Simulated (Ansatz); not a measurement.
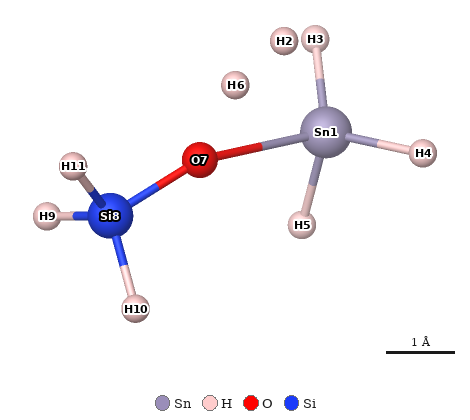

*The structure as given in the input (ball-and-stick view, seen at a tilt; atoms are numbered from 1 in the order of the input). Sticks mark near contacts.*

Bond lengths as drawn: H–Si 1.46 Å, H–Sn 1.70 Å, O–Si 1.61 Å and O–Sn 2.40 Å.

## Geometry relaxation, with input and output: SnSiH8O (part 1 of 2)

- system: SnSiH8O
- method: RKS BHLYP-D4/def2-SVP (Ansatz 0.2.0)

The input holds or restrains some coordinates. It belongs to a series of runs on one base structure; here: pulled along the bonds that form and break, towards end B. Figures and captions count atoms from 1; the log counts them from 0 in places.

The program's output:
```
The last accepted step is kept in [file] (removed where the run ends without a failure and the disk answers)
Engine: ansatz 0.2.0, x86_64-unknown-linux-gnu
Functional definition: BHLYP
  parameter a = 0.5
  exchange = (1 - a)*b88_x + a*exact_x
  correlation = lyp_c
1114 factors; integrals over basis functions are off by at most 4.0e-4 eV
mean field evaluation 1: about -15873.1354 eV, gradient 4.5e1 eV
mean field evaluation 2: about -15866.3719 eV, gradient 7.4e1 eV
mean field evaluation 4: about -15876.8637 eV, gradient 7.4e-1 eV
mean field evaluation 8: about -15876.8646 eV, gradient 7.7e-3 eV
mean field -15876.86457404 eV, -583.4640113706 hartree, gradient 1.4e-5 eV, S^2 0.000000; 0 other end points of the search recorded, 0 dependent functions left out
the calculation of the forces begins
reference -15876.86479168 eV, -583.4640193687 hartree; 26, 26 occupied and 72, 72 virtual orbitals, 1114 factors
relax step   1: F+E_penalty+E_count = -15877.15676257 eV  Δ(F+E_penalty+E_count) = +0.000e0 eV  max|allowed force component| = 2.136e0 eV/Å  E_restraint = 26.92298199 eV  max|allowed force component, restraints' pulls added| = 3.189e1 eV/Å  Δτ_max = 0.0000 Å  (23 SCF iters, accepted)
  distance Sn 0 - O 6 = 2.3955 Å
  distance H 5 - H 1 = 0.9816 Å
  distance Sn 0 - H 1 = 2.2450 Å
  distance H 5 - O 6 = 1.2827 Å
these checks for a lower state are left out or cut short: starts, cluster_reference, orbital_swaps, neighbouring_geometries, increment
1114 factors; integrals over basis functions are off by at most 4.0e-4 eV
mean field evaluation 16: about -15877.2312 eV, gradient 1.4e0 eV
mean field -15877.24158075 eV, -583.4778661116 hartree, gradient 8.0e-5 eV, S^2 0.000000; 0 other end points of the search recorded, 0 dependent functions left out
[... from here on the field's lines of each further geometry are left out, up to the last ...]
relax step   2: F+E_penalty+E_count = -15877.51479493 eV  Δ(F+E_penalty+E_count) = -3.580e-1 eV  max|allowed force component| = 2.153e0 eV/Å  E_restraint = 12.04808816 eV  max|allowed force component, restraints' pulls added| = 1.978e1 eV/Å  Δτ_max = 0.1949 Å  (29 SCF iters, accepted)
relax step   3: F+E_penalty+E_count = -15877.67732748 eV  Δ(F+E_penalty+E_count) = -1.625e-1 eV  max|allowed force component| = 4.234e0 eV/Å  E_restraint = 3.55576457 eV  max|allowed force component, restraints' pulls added| = 9.477e0 eV/Å  Δτ_max = 0.1946 Å  (28 SCF iters, accepted)
relax step   4: F+E_penalty+E_count = -15878.28177502 eV  Δ(F+E_penalty+E_count) = -6.044e-1 eV  max|allowed force component| = 3.659e0 eV/Å  E_restraint = 0.22308627 eV  max|allowed force component, restraints' pulls added| = 3.193e0 eV/Å  Δτ_max = 0.1943 Å  (27 SCF iters, accepted)
relax step   5: F+E_penalty+E_count = -15878.79126496 eV  Δ(F+E_penalty+E_count) = -5.095e-1 eV  max|allowed force component| = 2.622e0 eV/Å  E_restraint = 0.09564680 eV  max|allowed force component, restraints' pulls added| = 7.625e-1 eV/Å  Δτ_max = 0.1954 Å  (27 SCF iters, accepted)
relax step   6: F+E_penalty+E_count = -15878.87793824 eV  Δ(F+E_penalty+E_count) = -8.667e-2 eV  max|allowed force component| = 1.890e0 eV/Å  E_restraint = 0.09818945 eV  max|allowed force component, restraints' pulls added| = 6.007e-1 eV/Å  Δτ_max = 0.1999 Å  (27 SCF iters, accepted)
relax step   7: F+E_penalty+E_count = -15878.92682872 eV  Δ(F+E_penalty+E_count) = -4.889e-2 eV  max|allowed force component| = 2.017e0 eV/Å  E_restraint = 0.10766618 eV  max|allowed force component, restraints' pulls added| = 8.615e-2 eV/Å  Δτ_max = 0.1642 Å  (26 SCF iters, accepted)
relax step   8: F+E_penalty+E_count = -15878.97810694 eV  Δ(F+E_penalty+E_count) = -5.128e-2 eV  max|allowed force component| = 7.544e-1 eV/Å  E_restraint = 0.26097834 eV  max|allowed force component, restraints' pulls added| = 3.502e0 eV/Å  Δτ_max = 0.1652 Å  (26 SCF iters, rejected (line search))
relax step   9: F+E_penalty+E_count = -15878.93324436 eV  Δ(F+E_penalty+E_count) = -6.416e-3 eV  max|allowed force component| = 1.879e0 eV/Å  E_restraint = 0.11167760 eV  max|allowed force component, restraints' pulls added| = 2.345e-1 eV/Å  Δτ_max = 0.0774 Å  (23 SCF iters, accepted)
the calculation of the forces begins
reference -15878.65901940 eV, -583.5299560215 hartree; 26, 26 occupied and 72, 72 virtual orbitals, 1114 factors
relax step  10: F+E_penalty+E_count = -15878.93970185 eV  Δ(F+E_penalty+E_count) = -6.457e-3 eV  max|allowed force component| = 1.988e0 eV/Å  E_restraint = 0.10821528 eV  max|allowed force component, restraints' pulls added| = 2.796e-2 eV/Å  Δτ_max = 0.0997 Å  (23 SCF iters, accepted)
```

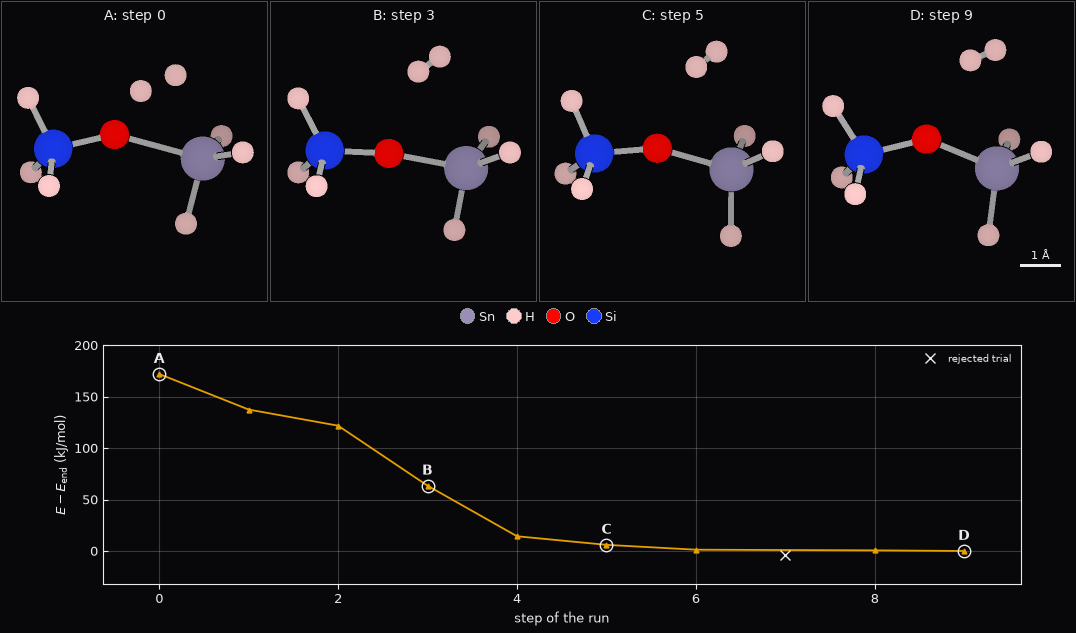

*Frames of the restrained relaxation (ball-and-stick view, seen at a tilt) above the curves, on which the letters mark them (the first geometry is step 0 here and step 1 in the log).*

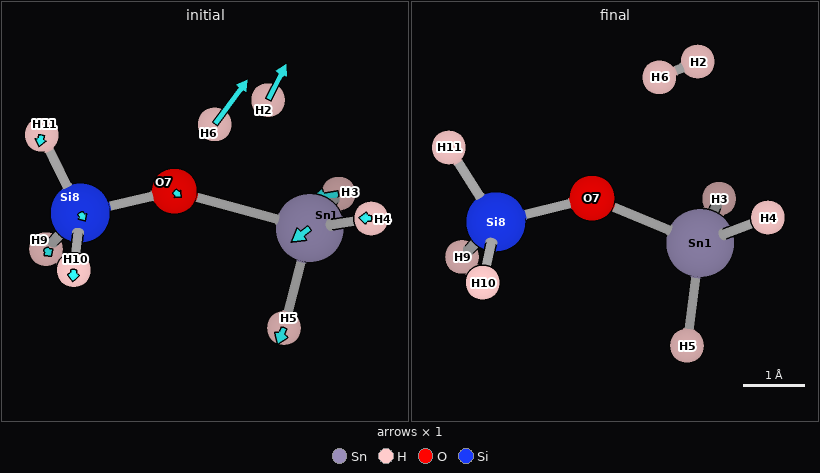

*Before (left) and after (right) the restrained relaxation, at one scale (ball-and-stick view, seen at a tilt). The teal arrows give the displacements, at true length.*

After 9 geometry steps the energy has fallen by 172.0 kJ/mol. The largest force component goes from 2.1 to 2 eV/Å. The line search rejected the trial step at point 7 (counted from 0) and went back. The largest move after the best rigid fit is that of H6, 0.96 Å. By element the largest moves are H 0.96 Å, Sn 0.41 Å, Si 0.18 Å, O 0.17 Å. Among the contacts that change: Sn1–O7 2.395 → 2.022 Å, H2–H6 0.982 → 0.700 Å, O7–Si8 1.607 → 1.635 Å, Si8–H10 1.464 → 1.487 Å. New bonds form: H2–H6 (0.98 → 0.70 Å). Among the angles that change: H5–Sn1–O7 92.3° → 105.8°, Sn1–O7–Si8 151.6° → 142.4°, H3–Sn1–O7 114.8° → 106.1°. (Atoms are counted from 1 in the order of the input.)

```
  distance Sn 0 - O 6 = 2.0221 Å
  distance H 5 - H 1 = 0.7000 Å
  distance Sn 0 - H 1 = 3.0049 Å
  distance H 5 - O 6 = 2.2726 Å
1114 factors; integrals over basis functions are off by at most 4.0e-4 eV
mean field -15878.65880786 eV, -583.5299482473 hartree, gradient 5.0e-5 eV, S^2 0.000000; 1 other end points of the search recorded, 0 dependent functions left out
the calculation of the forces begins
reference -15878.65901940 eV, -583.5299560215 hartree; 26, 26 occupied and 72, 72 virtual orbitals, 1114 factors
Total energy: -15878.93991340 eV, -583.5402786854 hartree
Atom 0 at    -0.815797    -0.829805    -1.177818 Å, force     0.273426     0.470919     0.612789 eV/Å
Atom 1 at     1.730641    -2.127606    -0.249961 Å, force     0.534969    -1.987645    -1.285185 eV/Å
Atom 2 at     0.287710    -0.809878    -2.468822 Å, force    -0.006606    -0.002586     0.007067 eV/Å
Atom 3 at    -1.167520    -2.384607    -0.596806 Å, force     0.000838     0.007079    -0.003831 eV/Å
Atom 4 at    -2.222237     0.073158    -1.515834 Å, force     0.009086     0.005643     0.010526 eV/Å
Atom 5 at     1.607824    -1.560109     0.141075 Å, force    -0.359207     1.860334     1.316421 eV/Å
Atom 6 at     0.095698     0.122851     0.355327 Å, force    -0.438826    -0.323266    -0.630129 eV/Å
Atom 7 at     0.111895     1.536580     1.176452 Å, force    -0.014109    -0.022582    -0.026360 eV/Å
Atom 8 at     0.188487     2.705231     0.258302 Å, force    -0.002260    -0.011042     0.004956 eV/Å
Atom 9 at    -1.109477     1.705465     2.007249 Å, force     0.005688    -0.003592    -0.009371 eV/Å
Atom 10 at     1.292676     1.568820     2.070937 Å, force    -0.002998     0.006738     0.003117 eV/Å
Dipole moment:    -0.230259    -0.229180    -0.381146 e Å
```

Trajectory as extended XYZ (Å, eV, eV/Å), 10 frames, from step=1 to step=10:
```
11
Properties=species:S:1:pos:R:3:forces:R:3 step=1 energy=-15877.15676
Sn   -0.6711   -1.1685   -1.3364    0.8545   0.7559   1.2652
H     1.2576   -1.5938   -0.2691    0.0058   0.1363   0.0886
H     0.2487   -1.2116   -2.7699    0.0050  -0.0914   0.1311
H    -1.2868   -2.5852   -0.6274    0.1170  -0.0019  -0.0908
H    -1.9637   -0.0882   -1.5954    0.0239   0.1671   0.1321
H     1.0726   -0.7735    0.2373   -0.3480  -0.4684  -0.5828
O     0.2481    0.1946    0.4058   -0.6561  -2.1365  -2.0083
Si    0.2597    1.5309    1.2985   -0.0296   0.5661   0.3277
H     0.3111    2.6976    0.4154    0.0207   0.5175  -0.0146
H    -0.9460    1.5755    2.1271   -0.2561   0.2498   0.3524
H     1.4697    1.4223    2.1142    0.2628   0.3055   0.3996
11
Properties=species:S:1:pos:R:3:forces:R:3 step=2 energy=-15877.51479
Sn   -0.7635   -1.0857   -1.3378    2.1442   0.2309   1.8693
H     1.4001   -1.5946   -0.1666    0.5269  -0.5722  -0.0737
H     0.2456   -1.2117   -2.7646   -0.2271   0.0492   0.8050
H    -1.2851   -2.5817   -0.6298    0.3659   0.5070  -0.1698
H    -1.9726   -0.0786   -1.5956   -1.5277   1.1688  -0.3764
H     1.1739   -0.9321    0.1868    0.2405  -0.4686  -0.1569
O     0.1160    0.2385    0.3453   -1.1206  -1.7856  -2.1535
Si    0.2523    1.5376    1.2979   -0.4541  -0.3536  -0.6017
H     0.3111    2.7049    0.4164    0.1103   0.6935   0.0985
H    -0.9489    1.5802    2.1320   -0.2201   0.3941   0.5469
H     1.4711    1.4233    2.1160    0.1617   0.1364   0.2123
11
Properties=species:S:1:pos:R:3:forces:R:3 step=3 energy=-15877.67733
Sn   -0.8186   -1.0163   -1.3211    2.9243  -0.4816   1.9353
H     1.5142   -1.6273   -0.1095    1.7967  -4.2335  -2.0081
H     0.2408   -1.2096   -2.7469   -0.4166   0.1838   1.0747
H    -1.2775   -2.5700   -0.6324    0.3811   0.7900  -0.2091
H    -2.0052   -0.0558   -1.6050   -2.3390   1.6267  -0.7047
H     1.3142   -1.0669    0.1827   -1.2397   3.6584   1.9802
O    -0.0429    0.2901    0.2718   -0.4881  -1.8966  -1.8149
Si    0.2411    1.5318    1.2857   -0.7071  -0.5857  -0.9291
H     0.3134    2.7151    0.4196    0.1893   0.6332   0.1833
H    -0.9503    1.5871    2.1406   -0.0843   0.3876   0.5612
H     1.4706    1.4220    2.1147   -0.0164  -0.0823  -0.0686
11
Properties=species:S:1:pos:R:3:forces:R:3 step=4 energy=-15878.28177
Sn   -0.8530   -0.9605   -1.2990    1.6424  -0.3346   0.9735
H     1.6807   -1.7121   -0.0560    1.6125  -3.6588  -1.6958
H     0.2190   -1.1964   -2.6940   -0.3289   0.2678   0.9020
H    -1.2621   -2.5295   -0.6404    0.2430   0.6806  -0.0894
H    -2.0930   -0.0027   -1.6363   -1.5061   0.7846  -0.6161
H     1.4541   -1.1479    0.2206   -1.3425   3.4156   1.7127
O    -0.1850    0.3065    0.1822    0.4504  -0.9897  -0.4974
Si    0.2100    1.5023    1.2424   -0.7007  -0.2943  -0.6981
H     0.3226    2.7334    0.4298    0.1308   0.2703   0.1704
H    -0.9468    1.5999    2.1591    0.0643   0.2103   0.2701
H     1.4535    1.4069    2.0918   -0.2652  -0.3518  -0.4320
```
